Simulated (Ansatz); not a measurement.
# Preparing LiMgVO4 (Cmcm) as a host crystal, part 2 of 4

Aim: the runs on the perfect crystal LiMgVO4 (Cmcm) that a defect calculation needs first.

Ansatz 0.2.0; plane-wave PAW DFT, PBEsol; relaxation of the host's cell and atoms (the session's first sound run).

So far: The starting structure; Host cell relaxation. The relaxed cell has a, b, c = 5.617, 8.572, 6.225 Å (conventional setting).

**3. Dielectric tensors of the host**

The response to a uniform electric field gives the electronic dielectric tensor.

This step: plane-wave PAW DFPT, PBEsol; dielectric tensors, Born charges and zone-centre modes of the host (Ansatz 0.2.0).

Contents of eps/input.yaml:

```yaml
crystal:
  lattice:
    - [2.8085711693, -4.2858623975, 0.0]
    - [2.8085711693, 4.2858623975, 0.0]
    - [0.0, 0.0, 6.2250320634]
  atoms:
    - { symbol: Li, position: [0.8376454097, 0.1623545903, 0.75] }
    - { symbol: Li, position: [0.1623545903, 0.8376454097, 0.25] }
    - { symbol: Mg, position: [0.5, 0.5, 0.5] }
    - { symbol: Mg, position: [0.5, 0.5, 0.0] }
    - { symbol: V, position: [0.1453124841, 0.8546875159, 0.75] }
    - { symbol: V, position: [0.8546875159, 0.1453124841, 0.25] }
    - { symbol: O, position: [0.2587957816, 0.7412042184, 0.9701437633] }
    - { symbol: O, position: [0.7349124304, 0.7747116343, 0.25] }
    - { symbol: O, position: [0.2650875696, 0.2252883657, 0.75] }
    - { symbol: O, position: [0.7412042184, 0.2587957816, 0.4701437633] }
    - { symbol: O, position: [0.7412042184, 0.2587957816, 0.0298562367] }
    - { symbol: O, position: [0.7747116343, 0.7349124304, 0.75] }
    - { symbol: O, position: [0.2252883657, 0.2650875696, 0.25] }
    - { symbol: O, position: [0.2587957816, 0.7412042184, 0.5298562367] }
basis:
  ecutwfc: 420
hamiltonian:
  xc: pbesol
kpoints:
  mp_grid: { grid: [5, 5, 4] }
scf:
  occupations: { method: fixed }
  max_iter: 100
phonons:
  method: dfpt
  dielectric: true
  rigid_motions: translations
```

Command:

```sh
$ ansatz run input.yaml --threads 4 --pin off --max-ram 7536MiB --backend cpu --events-out ev --progress --plain --runs-dir out
```

Numbers of over 12 decimals in the logs are rounded to 6 here.

Output:

```text
[...]
Crystal: 14 atoms, lattice volume = 149.863 Å³
Basis set: ecut = 420 eV, 2939 PW (Γ), exchange–correlation on 72×72×96 points (8 copies of the dense FFT grid, shifted against one another)
Bands: 64, of which v1, the nominal top of the filled ones, is band 50 counted from 1 (49 counted from 0)
Symmetry: 8 space group operations
k-points: 51 of 100 (irreducible under 1 space group operation, time reversal used)
[...]
SCF iter   1: F=—  HF=-14502.906399 eV  |F-HF|=—  |Δ(HF+E_count)|=         —  Δρ=1.47e-2  dr2=2.66e-1  ethr=1.77e-3  ⟨swp⟩=4.0  Hψ=11238  notcnv=0  defer=513
[...]
SCF iter  11: F=-14502.841641 eV  HF=-14502.841641 eV  |F-HF|=3.64e-12  |Δ(HF+E_count)|=  4.00e-11  Δρ=9.45e-8  dr2=1.35e-11  ethr=1.00e-12  ⟨swp⟩=12.9  Hψ=20231  notcnv=0
SCF 1 converged in 11 iterations: F = -14502.841641 eV  dr2 = 1.35e-11
[...]
NSCF: frozen V_eff on 8 k-points
DFPT response loops at Γ: preconditioner auto → Resta (q_TF=auto, 2.550 Å⁻¹)  ε∞=4.2 (no band partly filled); β = 1.00, the filter's whole step (`scf.mixing.beta` (0.50) is not read by the response loops at its default; [...]
SCF converged after 11 iterations
Free energy (F): -14502.841641 eV
[...]
Internal energy: -14502.841641 eV  (E = F + TS)
E sigma→0 (E₀):  -14502.841641 eV
Fermi energy:    5.282370 eV
[...]
--- Band table (eV; the first three rows and the last of 51) ---
[...]
[... further k-points left out ...]
--- Phonons (Γ-DFPT): 15 representative perturbations + reference, on 51 of 100 k-points (Σ response iterations 60) ---
  k mesh reduced under 1 symmetry operation, with k and −k counted as one. Each operation leaves every solved perturbation unchanged. A smaller set is not considered because the run solves the response to a homogeneous field
  ASR residual: 4.908e-5 → 0.000e0 eV/Å²; symmetrization residual: 2.052e-6 eV/Å²
  ASR residual per site (eV/Å²): 4.91e-5 4.91e-5 4.23e-5 4.23e-5 2.83e-5 2.83e-5 4.78e-5 3.63e-5 3.63e-5 4.78e-5 4.78e-5 3.63e-5 3.63e-5 4.78e-5
  Γ frequencies (cm⁻¹): 0.00 0.00 0.00 110.28 154.18 183.41 190.51 200.85 201.61 203.51 223.15 227.86 237.39 248.56 259.29 308.28 312.20 317.89 324.45 339.08 351.65 358.53 371.34 378.17 382.49 385.88 394.51 398.61 403.48 426.95 473.33 480.91 489.39 500.49 [...]
  ε∞ (high-frequency dielectric tensor):
        3.625730     0.000000    -0.000000
       -0.000000     3.686280    -0.000000
       -0.000000    -0.000000     3.595057
  ε⁰ (static dielectric tensor: ions relaxed, cell fixed):
       12.148693     0.000000    -0.000000
        0.000000     8.576995     0.000000
       -0.000000     0.000000     7.375358
  ε⁰ − ε∞ (ionic part):
        8.522963     0.000000    -0.000000
        0.000000     4.890715     0.000000
       -0.000000     0.000000     3.780302
  softest optical mode at Γ: 110.28 cm⁻¹; the repairs (sum rule, projections) moved no ω² at Γ by more than (2.32 cm⁻¹)²
  Born effective charges Z* (e; rows j = field, columns β = displacement):
    site 0:
         0.86292   -0.00000   -0.00000
         0.00000    1.10830   -0.00000
         0.00000    0.00000    1.31285
    site 1:
         0.86292    0.00000   -0.00000
         0.00000    1.10830   -0.00000
        -0.00000    0.00000    1.31285
    site 2:
         2.84813   -0.00000   -0.00000
         0.00000    2.55022   -0.75840
        -0.00000    0.59195    2.09047
    site 3:
         2.84813   -0.00000   -0.00000
         0.00000    2.55022    0.75840
        -0.00000   -0.59195    2.09047
    site 4:
         3.02877    0.00000    0.00000
        -0.00000    3.35791   -0.00000
         0.00000    0.00000    3.30851
    site 5:
         3.02877   -0.00000   -0.00000
        -0.00000    3.35791   -0.00000
        -0.00000    0.00000    3.30851
    site 6:
        -0.90604    0.00000   -0.00000
         0.00000   -1.73343    0.77110
        -0.00000    1.01809   -2.24272
    site 7:
        -2.46387   -0.92326    0.00000
        -0.85874   -1.77478   -0.00000
         0.00000    0.00000   -1.11320
    site 8:
        -2.46387   -0.92326   -0.00000
        -0.85874   -1.77478   -0.00000
        -0.00000    0.00000   -1.11320
    site 9:
        -0.90604   -0.00000   -0.00000
         0.00000   -1.73343   -0.77110
        -0.00000   -1.01809   -2.24272
    site 10:
        -0.90604   -0.00000    0.00000
[...]
site 11:
[...]
site 12:
[...]
site 13:
[...]
Z* charge neutrality: 2.477e-5 e pre-enforcement
  k-mesh period / interband length: 24.9 Å / 1.03 Å = 24.08 at k = (0.0000, 0.0000, 0.0000), direct gap 3.660 eV — 14 or more, which is no proof of convergence
  optical modes at Γ without the LO–TO term, one row a degenerate level:
      ω (cm⁻¹)  modes    IR ((D/Å)²/amu)
[...]
optical modes at Γ + LO–TO along q̂ = [1.0000, 0.0000, 0.0000]:
      ω (cm⁻¹)  modes    IR ((D/Å)²/amu)
[...]
optical modes at Γ + LO–TO along q̂ = [0.0000, 1.0000, 0.0000]:
      ω (cm⁻¹)  modes    IR ((D/Å)²/amu)
[...]
optical modes at Γ + LO–TO along q̂ = [0.0000, 0.0000, 1.0000]:
      ω (cm⁻¹)  modes    IR ((D/Å)²/amu)
[...]
473.33      1             9.2919
        480.91      1             0.0000
        500.49      1             0.0000
        541.16      1            10.9933
        725.74      1             0.0000
        750.42      1            41.2304
        786.32      1             0.0000
        786.45      1            20.9129
        882.62      1             0.0000
        900.99      1             0.0000
        904.77      1            16.8847
        965.85      1            57.9642
```

It took 6.5 min on 4 threads of Arm Neoverse V1, shared host; peak memory 2.3 GiB.

Electronic dielectric tensor:

```
3.63 0.00 0.00
0.00 3.69 0.00
0.00 0.00 3.60
```

Static dielectric tensor:

```
12.15  0.00  0.00
 0.00  8.58  0.00
 0.00  0.00  7.38
```

The principal values of the electronic dielectric tensor are 3.60, 3.63 and 3.69. The principal values of the static dielectric tensor are 7.38, 8.58 and 12.15.

**4. Primitive cell on a dense mesh**

A dense mesh gives the host's converged energy, against which the supercell's sampling is tested.

This step: plane-wave PAW DFT, PBEsol; single point of the host's primitive cell on a dense mesh (Ansatz 0.2.0).

dense/input.yaml, as its differences from eps/input.yaml of step 3:

```diff
@@ -22,2 +22,3 @@
   ecutwfc: 420
+  xc_grid: 2
 hamiltonian:
@@ -25,9 +26,5 @@
 kpoints:
-  mp_grid: { grid: [5, 5, 4] }
+  mp_grid: { grid: [6, 6, 5] }
 scf:
-  occupations: { method: fixed }
-  max_iter: 100
-phonons:
-  method: dfpt
-  dielectric: true
-  rigid_motions: translations
+  occupations: { method: fermi_dirac, width: 0.01 }
+  max_iter: 80
```

Output:

```text
[...]
Crystal: 14 atoms, lattice volume = 149.863 Å³
Basis set: ecut = 420 eV, 2939 PW (Γ), exchange–correlation on 72×72×90 points (8 copies of the dense FFT grid, shifted against one another)
Bands: 64, of which v1, the nominal top of the filled ones, is band 50 counted from 1 (49 counted from 0)
Symmetry: 8 space group operations
[...]
k-points: 39 of 180
[...]
SCF iter   1: F=—  HF=-14502.906135 eV  |F-HF|=—  |Δ(HF+E_count)|=         —  Δρ=1.48e-2  dr2=2.67e-1  ethr=1.77e-3  ⟨swp⟩=6.1  Hψ=9815  notcnv=0  defer=52
[...]
SCF iter   9: F=-14502.841361 eV  HF=-14502.841361 eV  |F-HF|=4.95e-10  |Δ(HF+E_count)|=   3.84e-8  Δρ=1.36e-6  dr2=3.47e-9  ethr=1.50e-10  ⟨swp⟩=2.0  Hψ=4368  notcnv=0
SCF 1 converged in 9 iterations: F = -14502.841361 eV  dr2 = 3.47e-9
[...]
SCF converged after 9 iterations
Free energy (F): -14502.841361 eV
[...]
Internal energy: -14502.841361 eV  (E = F + TS)
E sigma→0 (E₀):  -14502.841361 eV
Fermi energy:    7.012643 eV
[...]
```

The job ended after 5.5 s (4 threads; peak memory 0.69 GiB; 21 s of CPU time).

**5. Self-consistent run**

This step: plane-wave PAW DFT, PBEsol; single point of the defect-free supercell, a test of its k-points (Ansatz 0.2.0).

System of this step: LiMgVO4 (Cmcm). The cell holds 56 atoms: 8 Li, 8 Mg, 8 V and 32 O. Its edges and angles: a = 10.594 Å, b = 8.385 Å, c = 10.248 Å, α = 68.5°, β = 47.4°, γ = 64.1°.

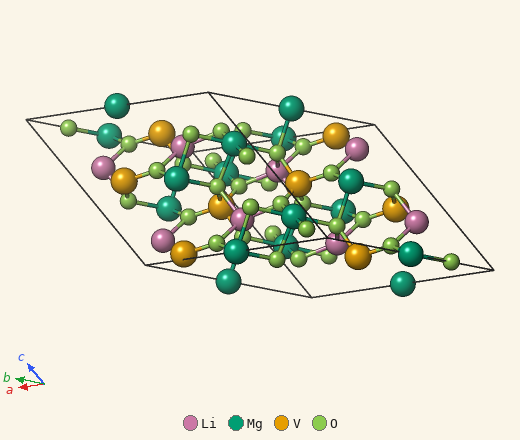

The cell of this step (lithium pink, magnesium teal, vanadium orange, oxygen green). Bonds to atoms that aren't drawn are left out. Some periodic images of atoms are drawn too.

Contents of pristine.sampling/input.yaml:

```yaml
crystal:
  lattice:
    - [0.0, 8.571724795, 6.2250320634]
    - [5.6171423385, 0.0, 6.2250320634]
    - [5.6171423385, 8.571724795, 0.0]
  atoms:
    - { symbol: Li, position: [0.4561772952, 0.2938227048, 0.2061772952] }
    - { symbol: Li, position: [0.4561772952, 0.2938227048, 0.7061772952] }
    - { symbol: Li, position: [0.9561772952, 0.7938227048, 0.2061772952] }
    - { symbol: Li, position: [0.9561772952, 0.7938227048, 0.7061772952] }
    - { symbol: Li, position: [0.0438227048, 0.2061772952, 0.2938227048] }
    - { symbol: Li, position: [0.0438227048, 0.2061772952, 0.7938227048] }
    - { symbol: Li, position: [0.5438227048, 0.7061772952, 0.2938227048] }
    - { symbol: Li, position: [0.5438227048, 0.7061772952, 0.7938227048] }
    - { symbol: Mg, position: [0.0, 0.5, 0.0] }
    - { symbol: Mg, position: [0.0, 0.5, 0.5] }
    - { symbol: Mg, position: [0.5, 0.0, 0.0] }
    - { symbol: Mg, position: [0.5, 0.0, 0.5] }
    - { symbol: Mg, position: [0.25, 0.75, 0.25] }
    - { symbol: Mg, position: [0.25, 0.75, 0.75] }
    - { symbol: Mg, position: [0.75, 0.25, 0.25] }
    - { symbol: Mg, position: [0.75, 0.25, 0.75] }
    - { symbol: V, position: [0.302343758, 0.447656242, 0.052343758] }
    - { symbol: V, position: [0.302343758, 0.447656242, 0.552343758] }
    - { symbol: V, position: [0.802343758, 0.947656242, 0.052343758] }
    - { symbol: V, position: [0.802343758, 0.947656242, 0.552343758] }
    - { symbol: V, position: [0.197656242, 0.052343758, 0.447656242] }
    - { symbol: V, position: [0.197656242, 0.052343758, 0.947656242] }
    - { symbol: V, position: [0.697656242, 0.552343758, 0.447656242] }
    - { symbol: V, position: [0.697656242, 0.552343758, 0.947656242] }
    - { symbol: O, position: [0.3556739909, 0.6144697724, 0.3855302276] }
    - { symbol: O, position: [0.3556739909, 0.6144697724, 0.8855302276] }
    - { symbol: O, position: [0.8556739909, 0.1144697724, 0.3855302276] }
    - { symbol: O, position: [0.8556739909, 0.1144697724, 0.8855302276] }
    - { symbol: O, position: [0.2575437848, 0.9924562152, 0.2623558172] }
    - { symbol: O, position: [0.2575437848, 0.9924562152, 0.7623558172] }
    - { symbol: O, position: [0.7575437848, 0.4924562152, 0.2623558172] }
    - { symbol: O, position: [0.7575437848, 0.4924562152, 0.7623558172] }
    - { symbol: O, position: [0.2424562152, 0.5075437848, 0.2376441828] }
    - { symbol: O, position: [0.2424562152, 0.5075437848, 0.7376441828] }
    - { symbol: O, position: [0.7424562152, 0.0075437848, 0.2376441828] }
    - { symbol: O, position: [0.7424562152, 0.0075437848, 0.7376441828] }
    - { symbol: O, position: [0.3644697724, 0.1056739909, 0.3943260091] }
    - { symbol: O, position: [0.3644697724, 0.1056739909, 0.8943260091] }
    - { symbol: O, position: [0.8644697724, 0.6056739909, 0.3943260091] }
    - { symbol: O, position: [0.8644697724, 0.6056739909, 0.8943260091] }
    - { symbol: O, position: [0.1443260091, 0.8855302276, 0.1144697724] }
    - { symbol: O, position: [0.1443260091, 0.8855302276, 0.6144697724] }
    - { symbol: O, position: [0.6443260091, 0.3855302276, 0.1144697724] }
    - { symbol: O, position: [0.6443260091, 0.3855302276, 0.6144697724] }
    - { symbol: O, position: [0.4876441828, 0.2623558172, 0.4924562152] }
    - { symbol: O, position: [0.4876441828, 0.2623558172, 0.9924562152] }
    - { symbol: O, position: [0.9876441828, 0.7623558172, 0.4924562152] }
    - { symbol: O, position: [0.9876441828, 0.7623558172, 0.9924562152] }
    - { symbol: O, position: [0.0123558172, 0.2376441828, 0.0075437848] }
    - { symbol: O, position: [0.0123558172, 0.2376441828, 0.5075437848] }
    - { symbol: O, position: [0.5123558172, 0.7376441828, 0.0075437848] }
    - { symbol: O, position: [0.5123558172, 0.7376441828, 0.5075437848] }
    - { symbol: O, position: [0.1355302276, 0.3943260091, 0.1056739909] }
    - { symbol: O, position: [0.1355302276, 0.3943260091, 0.6056739909] }
    - { symbol: O, position: [0.6355302276, 0.8943260091, 0.1056739909] }
    - { symbol: O, position: [0.6355302276, 0.8943260091, 0.6056739909] }
basis:
  ecutwfc: 420
  xc_grid: 2
hamiltonian:
  xc: pbesol
kpoints:
  mp_grid: { grid: [1, 1, 1], shift: [0.25, 0.25, 0.25] }
scf:
  occupations: { method: fermi_dirac, width: 0.01 }
  max_iter: 80
```

Output:

```text
[...]
Crystal: 56 atoms, lattice volume = 599.453 Å³
Basis set: ecut = 420 eV, 11639 PW (Γ), exchange–correlation on 144×120×144 points (8 copies of the dense FFT grid, shifted against one another)
Bands: 256, of which v1, the nominal top of the filled ones, is band 200 counted from 1 (199 counted from 0)
Symmetry: 8 space group operations
k-points: 1
[...]
SCF iter   1: F=—  HF=-58011.554546 eV  |F-HF|=—  |Δ(HF+E_count)|=         —  Δρ=1.46e-2  dr2=1.04e0  ethr=1.77e-3  ⟨swp⟩=6.0  Hψ=1033  notcnv=0
[...]
SCF iter   9: F=-58011.299702 eV  HF=-58011.299702 eV  |F-HF|=1.01e-9  |Δ(HF+E_count)|=   1.45e-7  Δρ=1.46e-6  dr2=1.52e-8  ethr=1.50e-10  ⟨swp⟩=2.0  Hψ=436  notcnv=0
SCF 1 converged in 9 iterations: F = -58011.299702 eV  dr2 = 1.52e-8
[...]
SCF converged after 9 iterations
Free energy (F): -58011.299702 eV
[...]
Internal energy: -58011.299702 eV  (E = F + TS)
E sigma→0 (E₀):  -58011.299702 eV
Fermi energy:    6.980559 eV
[...]
```

Elapsed: 4.3 s, on 4 threads; peak memory 1.1 GiB; 16 s of CPU time.

Numbers from this step:

```yaml
energy_over_dense_mesh: 0.001174 eV/atom
```

(Continued in part 3 of 4.)

[Logs are printed without paths, hosts, clocks, repeated set-up lines and the standing remarks that a program may print on its own settings, such as how far it seeks lower states.]

[Hosts, paths, dates, database ids (printed as entryN), source tags and the programs' standing remarks are cut or masked in the printed files.]

[Runs of the host that timed out are not shown.]

[For some hosts the program warned that the k-mesh of the response run may be too coarse for force constants and the static dielectric constant; such warnings are not always shown.]
